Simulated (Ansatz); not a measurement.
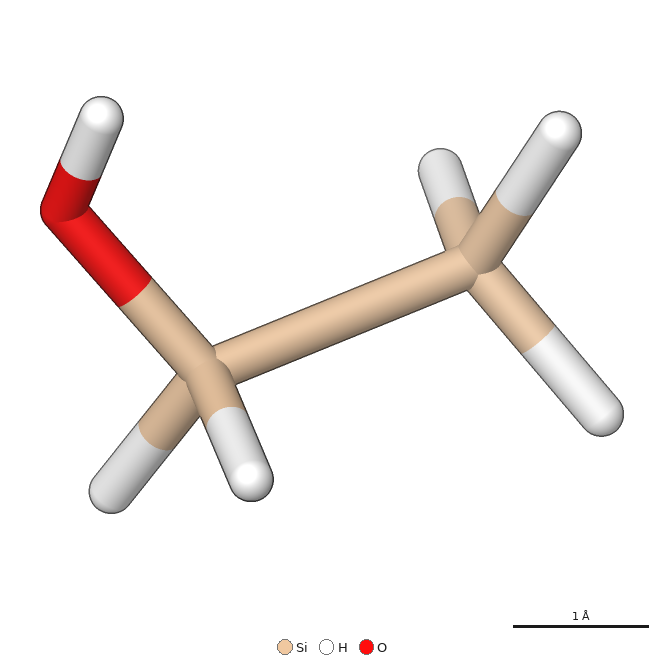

The picture shows a molecular structure as a stick model.

The computed structure is the end point of a PBE0-D4/def2-TZVP optimisation.

Description:

It has 9 atoms: 6 hydrogen, 1 oxygen and 2 silicon (H₆OSi₂). This geometry has C1 symmetry. Coordination: 2 Si tetrahedral; 1 O bent.

The parts below concern this one geometry. Atoms keep their numbers from picture to picture.

## Electronic properties

Properties computed with RKS PBE0-D4/def2-TZVP (Ansatz 0.2.0).

Computed properties:

- dipole moment: 1.21 D
- dispersion correction: −13.0 kJ/mol

## Vibrations

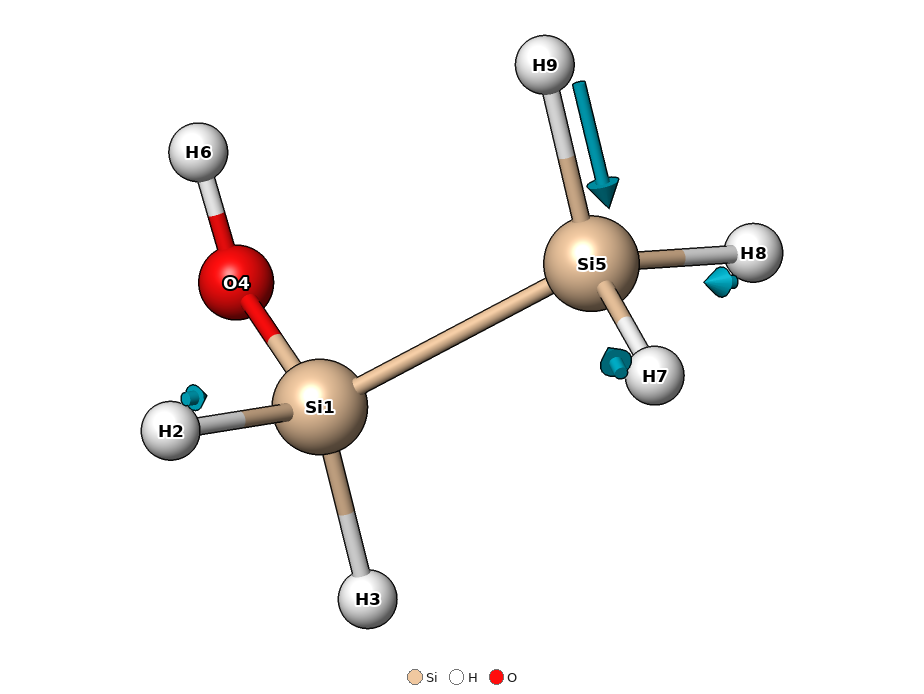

The arrows show one normal mode. Harmonic vibrations computed with RKS PBE0-D4/def2-TZVP (Ansatz 0.2.0) at a stationary point of the same level.

Question: Describe the motion.

Answer: Mostly Si–H stretching.

Question: At what wavenumber does it lie?

Answer: 2206 cm⁻¹; it is mode 17 of 21 counted from the lowest.

## Charges

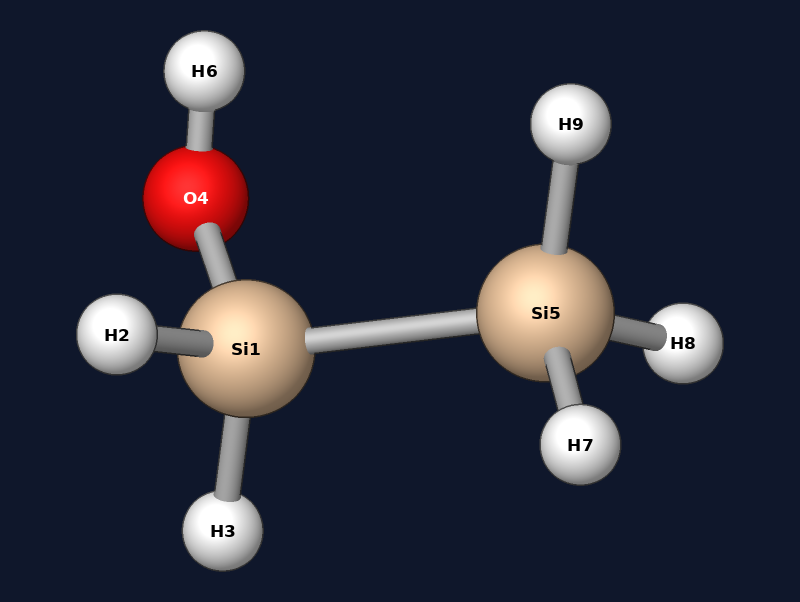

The questions are on Mulliken charges. Level of theory: RKS PBE0-D4/def2-TZVP (Ansatz 0.2.0).

Question: Which atom carries the highest charge (most positive or least negative)?

Answer: Si1, H6 (0.32 e).

Question: And the lowest?

Answer: O4 (−0.52 e).

List the Mulliken charges.

| atom | value (e) |
| --- | --- |
| Si1 | 0.32 |
| H2 | −0.04 |
| H3 | −0.02 |
| O4 | −0.52 |
| Si5 | −0.02 |
| H6 | 0.32 |
| H7 | −0.01 |
| H8 | −0.01 |
| H9 | −0.02 |

## Thermal motion

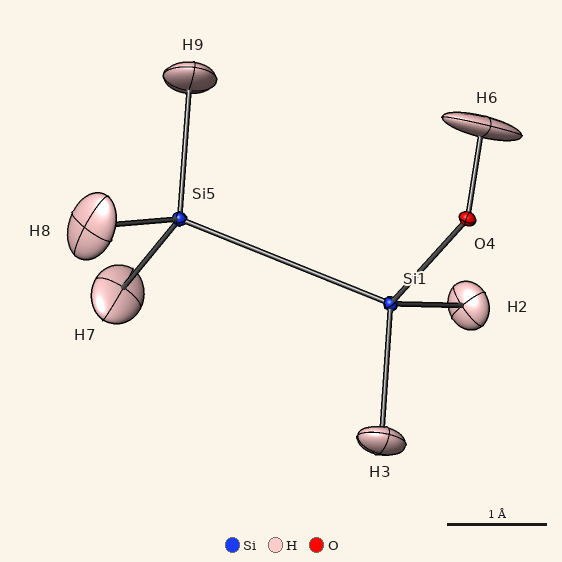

Displacement ellipsoids at the 50 % level, from the internal vibrations of the free molecule (harmonic, no overall translation or rotation; no half-axis is drawn under 0.075 Å). Vibrations computed with RKS PBE0-D4/def2-TZVP (Ansatz 0.2.0). Temperature: 0 K (zero-point motion alone).

List U_eq and the three principal root-mean-square amplitudes for each kind of atom.

| atom | U_eq (Å²) | rms amplitudes (Å) |
| --- | --- | --- |
| Si1 | 0.00073 | 0.023, 0.023, 0.034 |
| H2 | 0.0190 | 0.089, 0.146, 0.166 |
| H3 | 0.0187 | 0.089, 0.145, 0.165 |
| O4 | 0.0017 | 0.028, 0.033, 0.057 |
| Si5 | 0.00052 | 0.012, 0.017, 0.033 |
| H6 | 0.0362 | 0.070, 0.151, 0.284 |
| H7 | 0.0338 | 0.089, 0.175, 0.250 |
| H8 | 0.0314 | 0.086, 0.173, 0.239 |
| H9 | 0.0325 | 0.086, 0.174, 0.244 |

Mulliken values depend strongly on the basis set and can even reverse the polarity of a bond.
